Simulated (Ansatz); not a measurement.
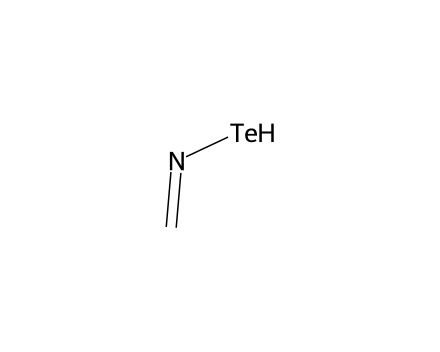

2D structure.

Transcribe the drawing into SMILES.

Answer. C=N[TeH]

What is the molecular formula?

Answer. CH3NTe.

An optimisation with PBE0-D4/def2-TZVP gave a structure of which point group?

Answer. Cs.

More results for the same structure follow; atom numbers are the same in all pictures, views and colours differ. The computed structure is the end point of a PBE0-D4/def2-TZVP optimisation. No frequency run is at hand to confirm it as a minimum.

### Geometry

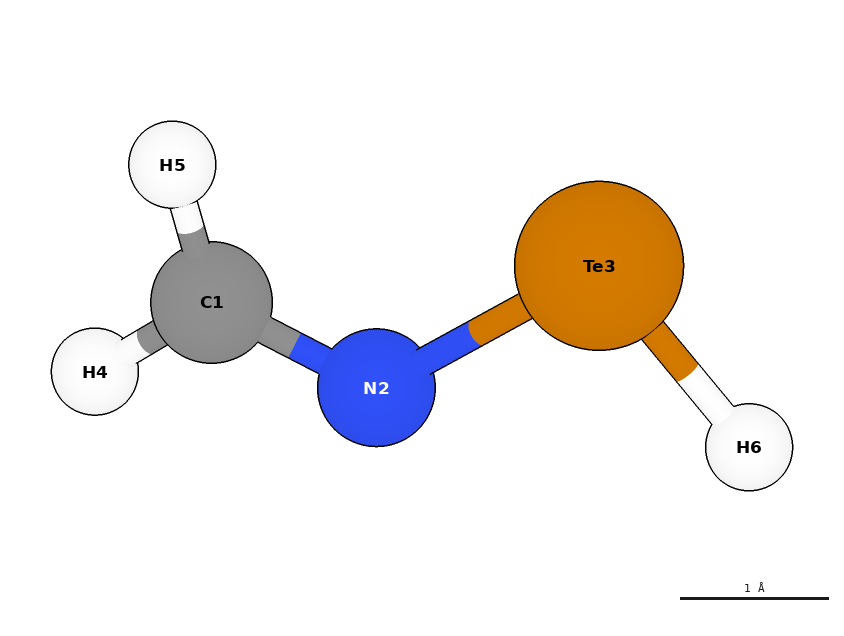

Numbered structure. No frequency run is at hand to confirm it as a minimum.

Give these bond angles: N2–C1–H4, N2–C1–H5, H4–C1–H5, C1–N2–Te3, N2–Te3–H6.

| angle | degrees |
| --- | --- |
| N2–C1–H4 | 117.4 |
| N2–C1–H5 | 126.5 |
| H4–C1–H5 | 116.0 |
| C1–N2–Te3 | 119.1 |
| N2–Te3–H6 | 91.0 |

### Dipole moment

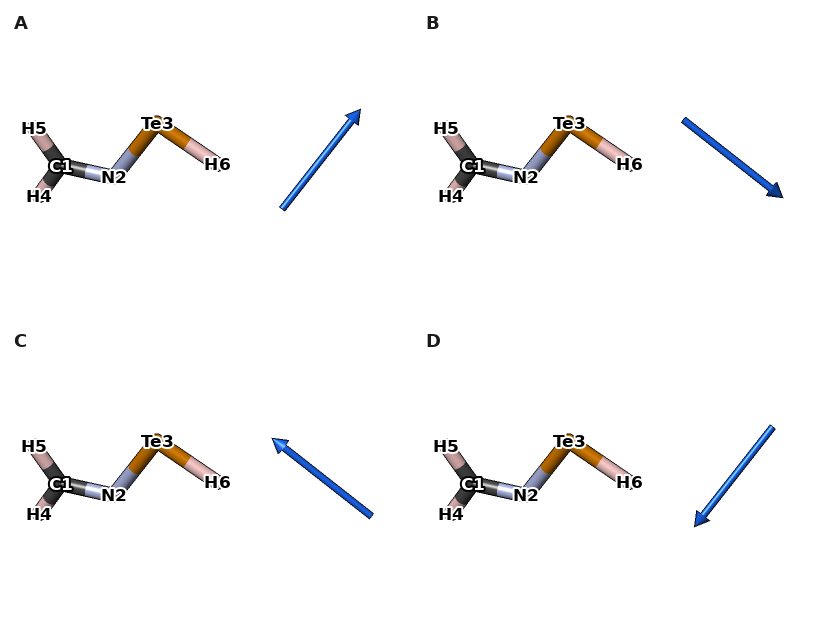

The same molecule four times, each with an arrow. No frequency run is at hand to confirm it as a minimum. Level of theory: RKS PBE0-D4/def2-TZVP, core potentials on Te (Ansatz 0.2.0).

Which arrow points along the dipole moment, from the negative to the positive end?

Answer. C. The dipole moment is 1.31 D; it points from the side of H6 to the side of H5 (the outermost atoms at the two ends).

### Electronic properties

No frequency run is at hand to confirm it as a minimum. Method: RKS PBE0-D4/def2-TZVPP, core potentials on Te (Ansatz 0.2.0).

What does the calculation give?

- HOMO energy (Kohn–Sham orbital): −6.31 eV
- LUMO energy (Kohn–Sham orbital): −1.31 eV
- HOMO–LUMO gap: 5.00 eV

### Charges

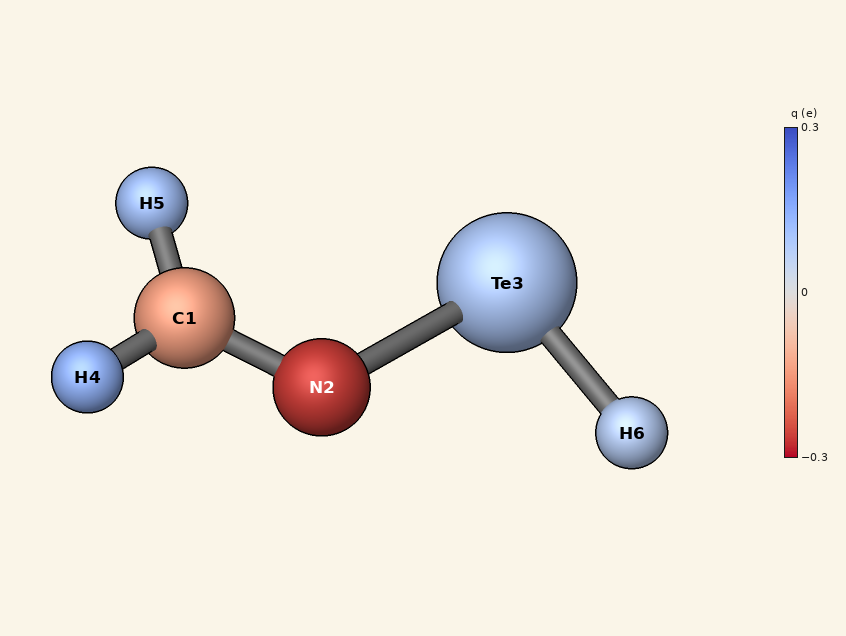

Atoms are coloured by their Mulliken charges. No frequency run is at hand to confirm it as a minimum. Level of theory: RKS PBE0-D4/def2-TZVP, core potentials on Te (Ansatz 0.2.0).

Which atom carries the highest charge (most positive or least negative)?

Answer. H4 (0.13 e).

And the lowest?

Answer. N2 (−0.26 e).

Give the Mulliken charges atom by atom.

| atom | value (e) |
| --- | --- |
| C1 | −0.14 |
| N2 | −0.26 |
| Te3 | 0.09 |
| H4 | 0.13 |
| H5 | 0.10 |
| H6 | 0.07 |

Mulliken values depend strongly on the basis set and can even reverse the polarity of a bond.
